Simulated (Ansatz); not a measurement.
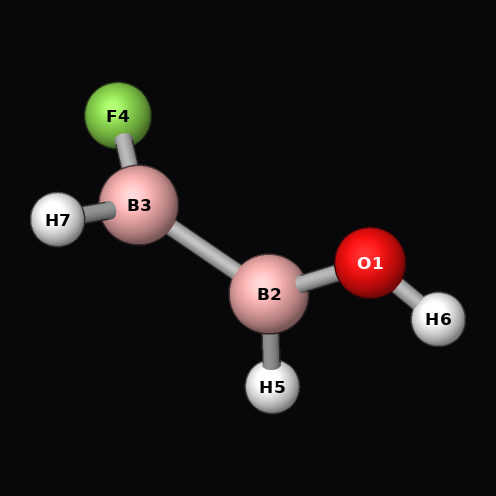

The questions are on Mulliken charges. The computed structure is the end point of a PBE0-D4/def2-TZVP optimisation. No frequency run is at hand to confirm it as a minimum. Level of theory: RKS PBE0-D4/def2-TZVP (Ansatz 0.2.0).

**Which atom carries the highest charge (most positive or least negative)?**

H6 (0.33 e).

**And the lowest?**

O1 (−0.37 e).

List the Mulliken charges.

```json
{"atom": "O1", "value (e)": "−0.37"}
{"atom": "B2", "value (e)": "0.07"}
{"atom": "B3", "value (e)": "0.21"}
{"atom": "F4", "value (e)": "−0.22"}
{"atom": "H5", "value (e)": "−0.01"}
{"atom": "H6", "value (e)": "0.33"}
{"atom": "H7", "value (e)": "−0.01"}
```

Mulliken values depend strongly on the basis set and can even reverse the polarity of a bond.
